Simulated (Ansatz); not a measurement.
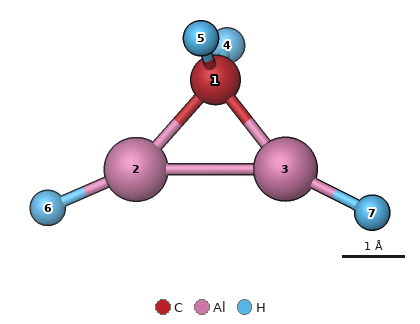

The starting structure (ball-and-stick view, seen at a tilt; atoms are numbered from 1 in the order of the input). Sticks mark near contacts. Bond lengths as drawn: Al–Al 2.51 Å, Al–C 1.89 to 1.98 Å, Al–H 1.61 to 1.64 Å and C–H 1.06 to 1.15 Å.

# Geometry relaxation of CH4Al2 (part 1 of 2)

CH4Al2, computed with RKS PBE-D4/def2-SVP (Ansatz 0.2.0).

The geometry: force-field start. Figures and captions count atoms from 1; the log counts them from 0 in places.

**Log**
```
Functional definition: PBE
  name "PBE"
  cite "Perdew, Burke & Ernzerhof, Phys. Rev. Lett. 77, 3865 (1996) doi:10.1103/PhysRevLett.77.3865"
  parent pbe
  parameter kappa = 0.804
  parameter beta = 0.06672455060314922
  exchange = pbe_x(kappa = kappa, mu = beta*pi^2/3)
  correlation = pbe_c(beta = beta)
776 factors; their error is unknown
mean field evaluation 1: about -14267.0295 eV, gradient 6.7e1 eV
mean field evaluation 2: about -14223.6139 eV, gradient 1.1e2 eV
mean field evaluation 4: about -14278.4486 eV, gradient 1.2e1 eV
mean field evaluation 8: about -14279.2293 eV, gradient 7.3e-2 eV
mean field evaluation 16: about -14279.1899 eV, gradient 6.0e-5 eV
mean field -14279.18987417 eV, -524.7505490932 hartree, gradient 1.1e-5 eV, S^2 0.000000; 0 other end points of the search recorded, 0 dependent functions left out
the calculation of the forces begins
reference -14279.18991419 eV, -524.7505505638 hartree; 18, 18 occupied and 52, 52 virtual orbitals, 776 factors
relax step   1: F+E_penalty+E_count = -14279.30745670 eV  Δ(F+E_penalty+E_count) = +0.000e0 eV  max|allowed force component| = 2.457e0 eV/Å  Δτ_max = 0.0000 Å  (30 SCF iters, accepted)
these checks for a lower state are left out or cut short: starts, cluster_reference, orbital_swaps, neighbouring_geometries, increment
776 factors; their error is unknown
mean field -14279.67115927 eV, -524.7682359945 hartree, gradient 9.8e-6 eV, S^2 0.000000; 0 other end points of the search recorded, 0 dependent functions left out
[... from here on the field's lines of each further geometry are left out, up to the last ...]
relax step   2: F+E_penalty+E_count = -14279.78893204 eV  Δ(F+E_penalty+E_count) = -4.815e-1 eV  max|allowed force component| = 1.080e0 eV/Å  Δτ_max = 0.1957 Å  (27 SCF iters, accepted)
relax step   3: F+E_penalty+E_count = -14279.85896026 eV  Δ(F+E_penalty+E_count) = -7.003e-2 eV  max|allowed force component| = 3.685e-1 eV/Å  Δτ_max = 0.0731 Å  (27 SCF iters, accepted)
relax step   4: F+E_penalty+E_count = -14279.86147541 eV  Δ(F+E_penalty+E_count) = -2.515e-3 eV  max|allowed force component| = 2.090e-1 eV/Å  Δτ_max = 0.0776 Å  (28 SCF iters, accepted)
relax step   5: F+E_penalty+E_count = -14279.86669973 eV  Δ(F+E_penalty+E_count) = -5.224e-3 eV  max|allowed force component| = 2.440e-1 eV/Å  Δτ_max = 0.1264 Å  (28 SCF iters, accepted)
relax step   6: F+E_penalty+E_count = -14279.87342289 eV  Δ(F+E_penalty+E_count) = -6.723e-3 eV  max|allowed force component| = 6.318e-2 eV/Å  Δτ_max = 0.0277 Å  (27 SCF iters, accepted)
relax step   7: F+E_penalty+E_count = -14279.88077533 eV  Δ(F+E_penalty+E_count) = -7.352e-3 eV  max|allowed force component| = 7.510e-2 eV/Å  Δτ_max = 0.0817 Å  (27 SCF iters, accepted)
relax step   8: F+E_penalty+E_count = -14279.88685064 eV  Δ(F+E_penalty+E_count) = -6.075e-3 eV  max|allowed force component| = 1.351e-1 eV/Å  Δτ_max = 0.0605 Å  (29 SCF iters, accepted)
relax step   9: F+E_penalty+E_count = -14279.87730323 eV  Δ(F+E_penalty+E_count) = +9.547e-3 eV  max|allowed force component| = 8.893e-1 eV/Å  Δτ_max = 0.1996 Å  (34 SCF iters, rejected (line search))
relax step  10: F+E_penalty+E_count = -14279.89765796 eV  Δ(F+E_penalty+E_count) = -1.081e-2 eV  max|allowed force component| = 2.517e-1 eV/Å  Δτ_max = 0.0997 Å  (28 SCF iters, accepted)
relax step  11: F+E_penalty+E_count = -14279.90864947 eV  Δ(F+E_penalty+E_count) = -1.099e-2 eV  max|allowed force component| = 3.599e-1 eV/Å  Δτ_max = 0.0981 Å  (28 SCF iters, accepted)
relax step  12: F+E_penalty+E_count = -14279.91170090 eV  Δ(F+E_penalty+E_count) = -3.051e-3 eV  max|allowed force component| = 6.570e-1 eV/Å  Δτ_max = 0.1492 Å  (28 SCF iters, accepted)
relax step  13: F+E_penalty+E_count = -14279.92345210 eV  Δ(F+E_penalty+E_count) = -1.175e-2 eV  max|allowed force component| = 4.298e-1 eV/Å  Δτ_max = 0.0645 Å  (27 SCF iters, accepted)
relax step  14: F+E_penalty+E_count = -14279.92309426 eV  Δ(F+E_penalty+E_count) = +3.578e-4 eV  max|allowed force component| = 3.862e-1 eV/Å  Δτ_max = 0.1921 Å  (33 SCF iters, rejected (line search))
relax step  15: F+E_penalty+E_count = -14279.94944560 eV  Δ(F+E_penalty+E_count) = -2.599e-2 eV  max|allowed force component| = 1.512e-1 eV/Å  Δτ_max = 0.0933 Å  (28 SCF iters, accepted)
relax step  16: F+E_penalty+E_count = -14279.95988793 eV  Δ(F+E_penalty+E_count) = -1.044e-2 eV  max|allowed force component| = 1.744e-1 eV/Å  Δτ_max = 0.0981 Å  (29 SCF iters, accepted)
relax step  17: F+E_penalty+E_count = -14279.96575048 eV  Δ(F+E_penalty+E_count) = -5.863e-3 eV  max|allowed force component| = 1.276e-1 eV/Å  Δτ_max = 0.0522 Å  (28 SCF iters, accepted)
relax step  18: F+E_penalty+E_count = -14279.96917299 eV  Δ(F+E_penalty+E_count) = -3.423e-3 eV  max|allowed force component| = 4.860e-1 eV/Å  Δτ_max = 0.1667 Å  (30 SCF iters, accepted)
relax step  19: F+E_penalty+E_count = -14279.97526869 eV  Δ(F+E_penalty+E_count) = -6.096e-3 eV  max|allowed force component| = 1.590e-1 eV/Å  Δτ_max = 0.0296 Å  (29 SCF iters, accepted)
relax step  20: F+E_penalty+E_count = -14279.97704589 eV  Δ(F+E_penalty+E_count) = -1.777e-3 eV  max|allowed force component| = 4.460e-2 eV/Å  Δτ_max = 0.0272 Å  (29 SCF iters, accepted)
relax step  21: F+E_penalty+E_count = -14279.97842535 eV  Δ(F+E_penalty+E_count) = -1.379e-3 eV  max|allowed force component| = 5.744e-2 eV/Å  Δτ_max = 0.0702 Å  (28 SCF iters, accepted)
relax step  22: F+E_penalty+E_count = -14279.97910999 eV  Δ(F+E_penalty+E_count) = -6.846e-4 eV  max|allowed force component| = 7.435e-2 eV/Å  Δτ_max = 0.0489 Å  (29 SCF iters, accepted)
relax step  23: F+E_penalty+E_count = -14279.97966711 eV  Δ(F+E_penalty+E_count) = -5.571e-4 eV  max|allowed force component| = 6.181e-2 eV/Å  Δτ_max = 0.0314 Å  (27 SCF iters, accepted)
relax step  24: F+E_penalty+E_count = -14279.98000624 eV  Δ(F+E_penalty+E_count) = -3.391e-4 eV  max|allowed force component| = 3.047e-2 eV/Å  Δτ_max = 0.0306 Å  (28 SCF iters, accepted)
relax step  25: F+E_penalty+E_count = -14279.98018271 eV  Δ(F+E_penalty+E_count) = -1.765e-4 eV  max|allowed force component| = 2.134e-2 eV/Å  Δτ_max = 0.0328 Å  (27 SCF iters, accepted)
relax step  26: F+E_penalty+E_count = -14279.98026754 eV  Δ(F+E_penalty+E_count) = -8.484e-5 eV  max|allowed force component| = 3.428e-2 eV/Å  Δτ_max = 0.0491 Å  (28 SCF iters, accepted)
the calculation of the forces begins
reference -14279.86206081 eV, -524.7752514967 hartree; 18, 18 occupied and 52, 52 virtual orbitals, 776 factors
relax step  27: F+E_penalty+E_count = -14279.98031160 eV  Δ(F+E_penalty+E_count) = -4.406e-5 eV  max|allowed force component| = 2.907e-2 eV/Å  Δτ_max = 0.0046 Å  (23 SCF iters, accepted)
```

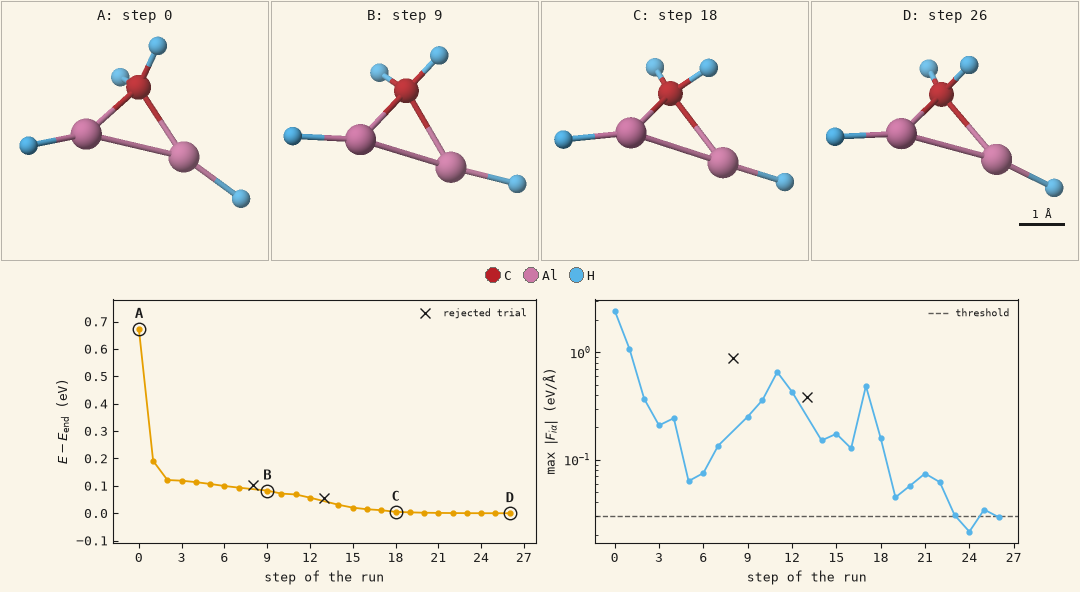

Frames of the relaxation (ball-and-stick view, seen at a tilt) above the curves, on which the letters mark them (the first geometry is step 0 here and step 1 in the log).

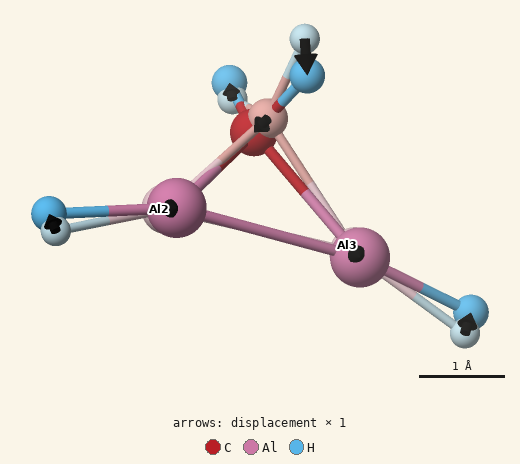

Start (faint) and end (solid) with the displacements as black arrows, at true length (ball-and-stick view, seen at a tilt). The two geometries are laid on each other by the best rigid fit. The atom that moves furthest after the best rigid fit is H5 (0.44 Å). By element the largest moves are H 0.44 Å, C 0.26 Å, Al 0.25 Å. Among the contacts that change: C1–Al3 1.885 → 1.986 Å, C1–H4 1.057 → 1.109 Å, Al2–Al3 2.510 → 2.467 Å, Al3–H7 1.636 → 1.611 Å. Among the angles that change: Al3–C1–H5 116.8° → 87.0°, Al2–C1–H4 114.2° → 137.4°, Al3–C1–H4 116.4° → 138.0°. The energy falls by 0.673 eV in 26 geometry steps. Largest force component: 2.5 eV/Å at the start, 0.029 eV/Å at the end. The line search rejected the trial steps at points 8, 13 (counted from 0) and went back. (Atoms are counted from 1 in the order of the input.)

```
776 factors; their error is unknown
mean field -14279.86202024 eV, -524.7752500058 hartree, gradient 8.6e-6 eV, S^2 0.000000; 1 other end points of the search recorded, 0 dependent functions left out
the calculation of the forces begins
reference -14279.86206081 eV, -524.7752514967 hartree; 18, 18 occupied and 52, 52 virtual orbitals, 776 factors
Total energy: -14279.98035217 eV, -524.7795986239 hartree
Atom 0 at    -0.678646    -0.109759    -0.401265 Å, force     0.001960     0.022264    -0.029068 eV/Å
Atom 1 at     0.069381     0.970743     1.067252 Å, force     0.001696     0.002252     0.001648 eV/Å
Atom 2 at     1.171468    -0.812834    -0.232332 Å, force     0.003503    -0.000395     0.002827 eV/Å
Atom 3 at    -1.675410    -0.479755    -0.716023 Å, force     0.001891    -0.000723     0.001448 eV/Å
Atom 4 at    -0.275483     0.586559    -1.212406 Å, force    -0.011614    -0.019314     0.026700 eV/Å
Atom 5 at    -0.518152     1.857916     2.275063 Å, force     0.000310    -0.001476    -0.002175 eV/Å
Atom 6 at     1.968042    -2.080771    -0.826088 Å, force     0.002254    -0.002608    -0.001381 eV/Å
Dipole moment:    -0.046456     0.006938    -0.062398 e Å
```

**Trajectory as extended XYZ (Å, eV, eV/Å), 27 frames, from step=1 to step=27**
```
7
Properties=species:S:1:pos:R:3:forces:R:3 step=1 energy=-14279.30746
C    -0.6027   -0.0059   -0.6023    0.1105   2.4573  -1.6598
Al   -0.1189    0.8584    1.1071    1.3691  -0.6673   0.5308
Al    0.9972   -0.9375   -0.2462    1.8486  -0.2466   1.5171
H    -1.4939   -0.5726   -0.5649   -2.0242  -1.0292  -0.3007
H    -0.5962    0.7151   -1.5042   -0.3083  -0.7623   0.6093
H    -0.3122    1.8882    2.3270   -0.5210   0.2139  -0.2577
H     2.1879   -2.0136   -0.5623   -0.4747   0.0341  -0.4391
7
Properties=species:S:1:pos:R:3:forces:R:3 step=2 energy=-14279.78893
C    -0.5750    0.0127   -0.5755    0.1296   0.7952  -0.2326
Al    0.0282    0.7987    1.1786   -0.3952   0.7356   0.6020
Al    1.0858   -0.8958   -0.1092    1.0804  -1.0485  -0.3625
H    -1.5076   -0.5722   -0.5775   -0.4592  -0.2223  -0.0792
H    -0.5855    0.6895   -1.4814   -0.0741  -0.2780   0.3129
H    -0.4767    1.9539    2.2437    0.0518  -0.2941  -0.3442
H     2.0920   -2.0547   -0.7246   -0.3334   0.3121   0.1037
7
Properties=species:S:1:pos:R:3:forces:R:3 step=3 energy=-14279.85896
C    -0.5539    0.0200   -0.5510   -0.0335   0.2158   0.0505
Al    0.0376    0.8113    1.1996   -0.1943   0.2405   0.1275
Al    1.1250   -0.9194   -0.1064    0.3633  -0.3685  -0.1393
H    -1.5046   -0.5620   -0.5637   -0.0627  -0.0338  -0.0224
H    -0.5746    0.6878   -1.4485   -0.0190  -0.0480   0.0321
H    -0.5293    1.9565    2.1931    0.0189  -0.0679  -0.0662
H     2.0610   -2.0621   -0.7688   -0.0727   0.0619   0.0178
7
Properties=species:S:1:pos:R:3:forces:R:3 step=4 energy=-14279.86147
C    -0.5400    0.0302   -0.5409   -0.0014   0.0787   0.0083
Al    0.0631    0.8762    1.1656   -0.1407  -0.0414   0.1399
Al    1.1396   -0.9363   -0.0918    0.2090  -0.0329  -0.1410
H    -1.4930   -0.5494   -0.5341   -0.0979   0.0400   0.0142
H    -0.5644    0.6692   -1.4586    0.0383  -0.0915  -0.0172
H    -0.5825    1.9224    2.2120    0.0457   0.0178  -0.0509
H     2.0384   -2.0801   -0.7980   -0.0530   0.0293   0.0468
7
Properties=species:S:1:pos:R:3:forces:R:3 step=5 energy=-14279.86670
C    -0.5343    0.0273   -0.5218   -0.1345  -0.0625  -0.1275
Al    0.0390    0.8597    1.1924    0.1813  -0.0331  -0.1629
Al    1.1679   -0.9391   -0.0914   -0.2440   0.0986   0.1648
H    -1.5461   -0.4583   -0.4797    0.1657   0.0480  -0.0349
H    -0.4966    0.5719   -1.5025   -0.0101  -0.0399   0.1388
H    -0.6091    1.9235    2.2057   -0.0353  -0.0014   0.0688
H     2.0404   -2.0529   -0.8485    0.0769  -0.0098  -0.0472
7
Properties=species:S:1:pos:R:3:forces:R:3 step=6 energy=-14279.87342
C    -0.5412    0.0266   -0.5290   -0.0632  -0.0250  -0.0452
Al    0.0500    0.8664    1.1794    0.0414   0.0010  -0.0261
Al    1.1497   -0.9424   -0.0854   -0.0474   0.0170   0.0284
H    -1.5392   -0.4787   -0.4972    0.0425   0.0427  -0.0053
H    -0.5118    0.5916   -1.4950    0.0130  -0.0383   0.0432
H    -0.5947    1.9189    2.2135   -0.0055  -0.0090   0.0131
H     2.0483   -2.0503   -0.8321    0.0192   0.0116  -0.0081
7
Properties=species:S:1:pos:R:3:forces:R:3 step=7 energy=-14279.88077
C    -0.5429    0.0229   -0.5213   -0.0751  -0.0344  -0.0408
Al    0.0677    0.8855    1.1635    0.0465   0.0417   0.0259
Al    1.1415   -0.9522   -0.0663   -0.0096  -0.0023   0.0145
H    -1.5682   -0.4171   -0.4685   -0.0009   0.0362  -0.0049
H    -0.4740    0.5233   -1.5191    0.0279  -0.0337   0.0060
H    -0.6156    1.8902    2.2227    0.0017  -0.0317  -0.0014
H     2.0527   -2.0204   -0.8567    0.0095   0.0244   0.0007
```
